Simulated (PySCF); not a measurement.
**C3H10FSi2 (doublet): density, localisation and related maps**

```xyz
16

F    -0.6793    0.9224   -2.2727
C    -1.1285    0.8992   -0.9657
C    -0.5835   -0.2426   -0.1889
Si   -1.4717   -0.8070    1.3338
C     0.7433   -0.7366   -0.5597
Si    2.1322    0.4486    0.0755
H    -2.2230    0.8720   -1.0124
H    -0.8213    1.8687   -0.5390
H    -1.0848   -0.0492    2.5375
H    -2.9116   -0.6238    1.1304
H    -1.1485   -2.2172    1.5629
H     0.8607   -0.7863   -1.6446
H     0.9218   -1.7267   -0.1425
H     3.4212   -0.1255   -0.3097
H     2.0173    0.5540    1.5305
H     1.9481    1.7591   -0.5468
```

Geometry: GFN2-xTB.

The calculation used UKS B3LYP, pcH-1 on C F H Si, non-relativistic, mean-field spin-orbit, GIAO in PySCF 2.14.0, density-fitted response routines.

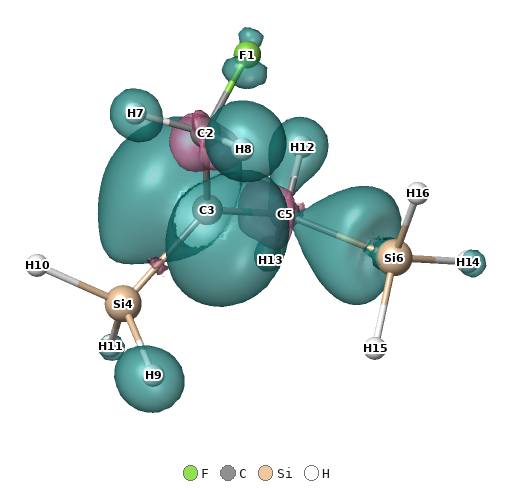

Figure 1. Isosurfaces of the spin density at +0.015 (teal) and −0.015 e/Å³ (pink), seen at a tilt.

### Describe the spin distribution.

The unpaired spin (1 electron) lies mostly on C3 (about 0.6), Si4 (about 0.1) and Si6 (about 0.1), in electrons by Hirshfeld's partition.

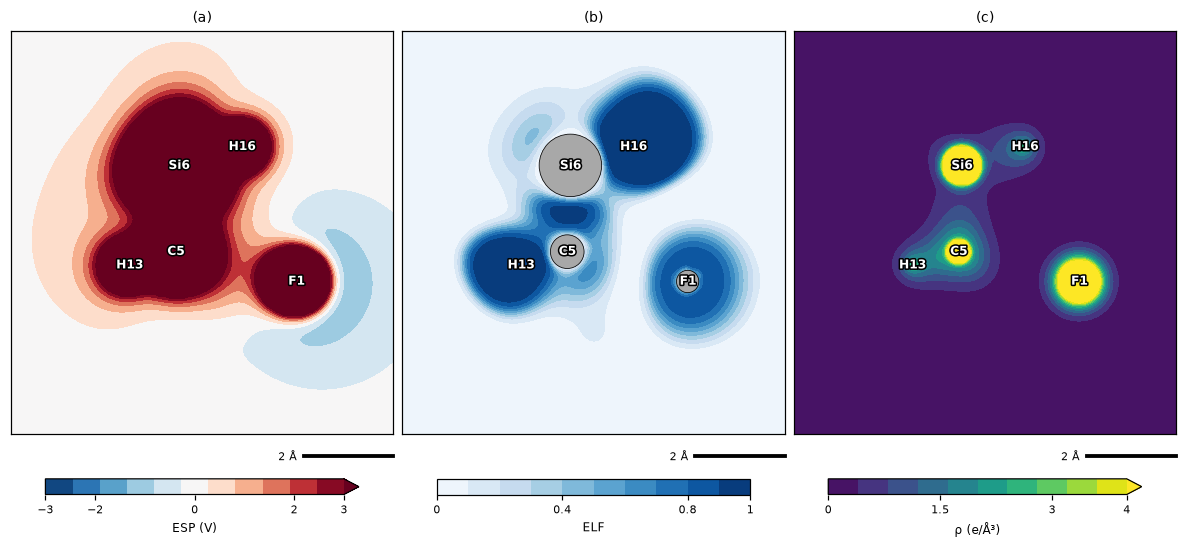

Figure 2. (a) molecular electrostatic potential; (b) ELF; (c) electron density on the plane of atoms C5, Si6 and H16. Grey discs cover the atomic cores in the ELF map.

### Describe what can be read from this map.

The plane passes through F, C, Si and H nuclei.
C–H (1.09 Å): the density is about 2 e/Å³ at the midpoint; the ELF climbs to about 1 towards the hydrogen, as it does in any bond to H: an ordinary covalent bond to hydrogen.
C–Si (1.93 Å): the density is about 0.85 e/Å³ at the midpoint; the ELF peaks at about 0.95 between the atoms (a covalent bond).
Si–H (1.46 Å): ρ is about 0.81 e/Å³ halfway; the ELF climbs to about 1 towards the hydrogen.
The ELF also peaks beside F1, away from the bonds: non-bonding electrons, paired or unpaired.
Outside the dense part of the molecule the potential is most negative (−1.1 V) near F1.

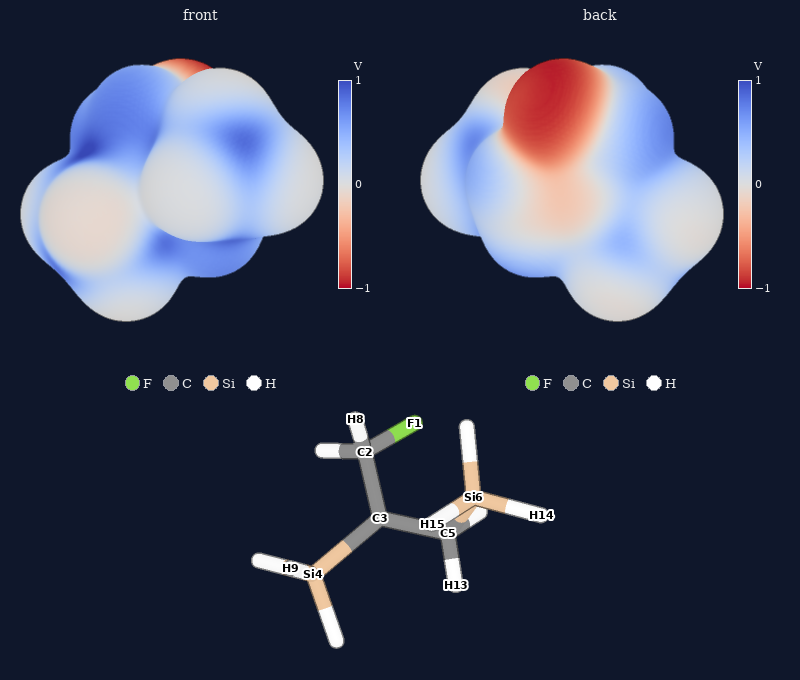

Figure 3. The molecular electrostatic potential painted on the density surface at 0.001 e/bohr³, seen from the front and from behind; the colour scale runs from red (negative) to blue (positive). The bare structure is drawn below in the same view.

### Describe the electrostatic potential map.

The most negative region (about −0.9 V) lies over F1, the most positive (about +1.0 V) over C2 and Si4.
